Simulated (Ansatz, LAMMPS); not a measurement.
# Settings and their price: regrown after partial melting: C with 5 % Si on C sites, (111) (192 atoms)

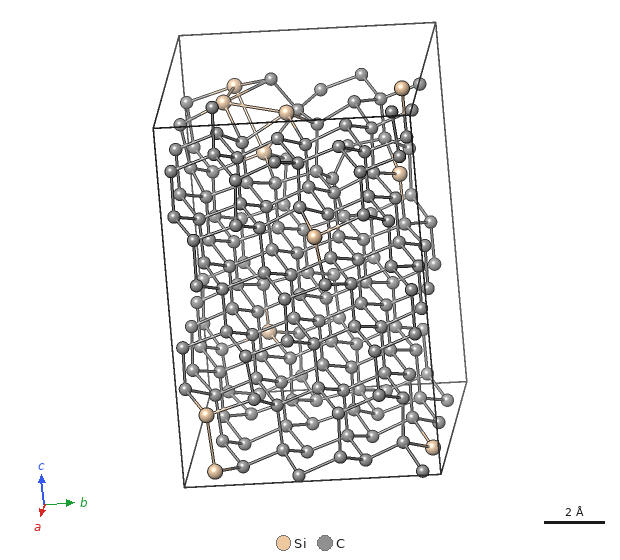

The cell (silicon light orange, carbon grey). Some periodic images of atoms are drawn too.

The cell holds 192 atoms: 10 Si and 182 C. Its edges and angles: a = 10.086 Å, b = 8.735 Å, c = 12.789 Å, α = 90.0°, β = 90.0°, γ = 90.0°. It derives from C (diamond C) and Si. A 2 x 1 x 2 block of diamond C (a = 3.566 Å), 5 % of C replaced at random by Si with its (111) planes normal to z; the lower 50 % held fixed, the rest melted at 8000 K for 10 ps and cooled to 300 K at 50 K/ps with the Tersoff potential (Tersoff, Phys. Rev. B 39, 5566 (1989)); then all atoms free for 10 ps at 300 K, the cell's length along z at zero stress. Regions: crystal, 96 atoms (3 Si and 93 C); remelted part, 96 atoms (89 C and 7 Si).

Geometry: as built.

Reference run: Kohn-Sham DFT, PBE, PAW (set soft_2), plane waves (Ansatz 0.2.0), cutoff 420 eV, k-mesh 1×2×1, gaussian smearing of 0.025 eV.

```
r.m.s. force component                           : 1.073 eV/Å
pressure                                         : 24.65 GPa
gap (highest filled to lowest empty level) : 0.2013 eV
SCF cycles                                       : 9
time                                             : 3.5 min on 4 threads of Arm Neoverse N1, shared host
```

**Question.** The same geometry is run again with each of these changes. How far do the results move, and how long does each run take?
- support functions medium
- support functions low
- support functions medium, spacing 0.411 Å
- support functions medium, spacing 0.343 Å
- support functions medium, spacing 0.297 Å
- support functions medium, spacing 0.263 Å
- support functions medium, spacing 0.206 Å

Differences are against the plane-wave reference (Kohn-Sham DFT, PBE, PAW (set soft_2), plane waves), whose r.m.s. force component is 1.07 eV/Å. Energies are set beside the reference only for runs with its functional, potentials and electron count. Times are for 4 threads of Arm Neoverse N1, shared host. The reference's time includes the DOS, the stress and grids, which some other runs skip.

| run | Δ force, r.m.s. (meV/Å) | share of r.m.s. force (%) | Δ energy (meV/atom) | Δ gap (eV) | cycles | time | host memory (GiB) |
| --- | --- | --- | --- | --- | --- | --- | --- |
| reference | - | - | - | - | 9 | 3.5 min | 6.0 |
| support functions medium | 0.746 | 0.0695 | -3.69 | 0 | 12 | 4.2 min | 3.9 |
| support functions low | 0.751 | 0.07 | -3.69 | 0 | 11 | 3.8 min | 3.9 |
| support functions medium, spacing 0.411 Å | 156 | 14.6 | 42.1 | -0.0016 | 12 | 3.3 min | 2.9 |
| support functions medium, spacing 0.343 Å | 26.2 | 2.44 | 7.80 | -0.0027 | 12 | 3.6 min | 3.1 |
| support functions medium, spacing 0.297 Å | 10.1 | 0.939 | -1.74 | -3.0e-4 | 12 | 3.3 min | 3.1 |
| support functions medium, spacing 0.263 Å | 2.19 | 0.204 | -4.02 | 0 | 12 | 3.7 min | 3.5 |
| support functions medium, spacing 0.206 Å | 0.732 | 0.0682 | -3.71 | 0 | 12 | 4.6 min | 4.4 |

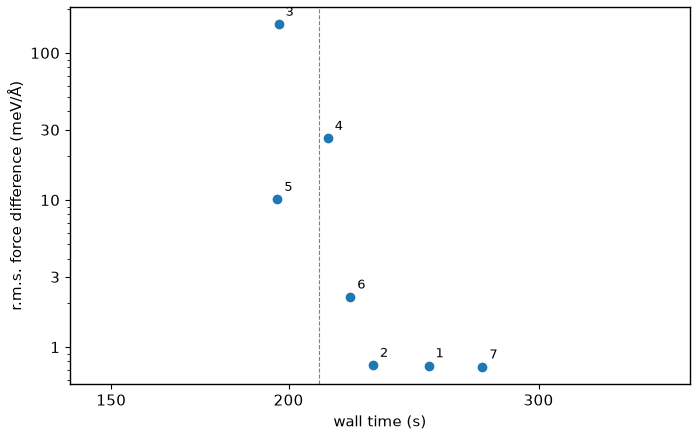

Force difference from the reference against wall time; the dashed line marks the reference's time. Points: 1 support functions medium; 2 support functions low; 3 support functions medium, spacing 0.411 Å; 4 support functions medium, spacing 0.343 Å; 5 support functions medium, spacing 0.297 Å; 6 support functions medium, spacing 0.263 Å; 7 support functions medium, spacing 0.206 Å.

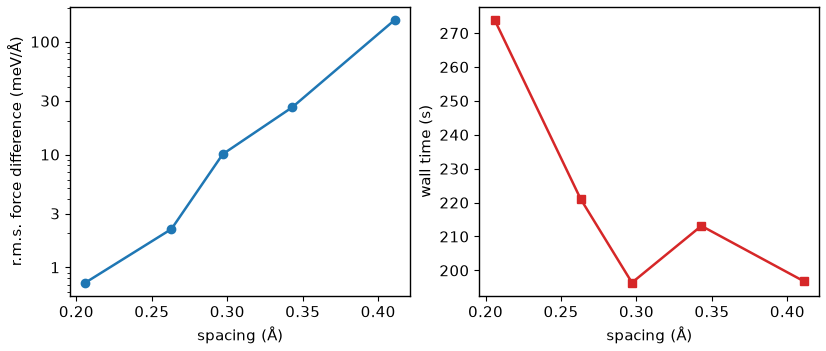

Force difference and time against the spacing.

Among numerical settings the force difference runs from 0.73 meV/Å (support functions medium, spacing 0.206 Å) to 156 meV/Å (support functions medium, spacing 0.411 Å). Differences between support functions and plane waves include what basis error the plane-wave run still has. As the typed spacing goes from 0.206 to 0.411 Å, the force difference goes from 0.73 to 156 meV/Å, while the time lies between 3.3 min and 4.6 min. 

[Logs are printed without paths, hosts, clocks, repeated set-up lines and the standing remarks that a program may print on its own settings, such as how far it seeks lower states.]

[Hosts, paths, dates, database ids (printed as entryN), source tags and the programs' standing remarks are cut or masked in the printed files.]
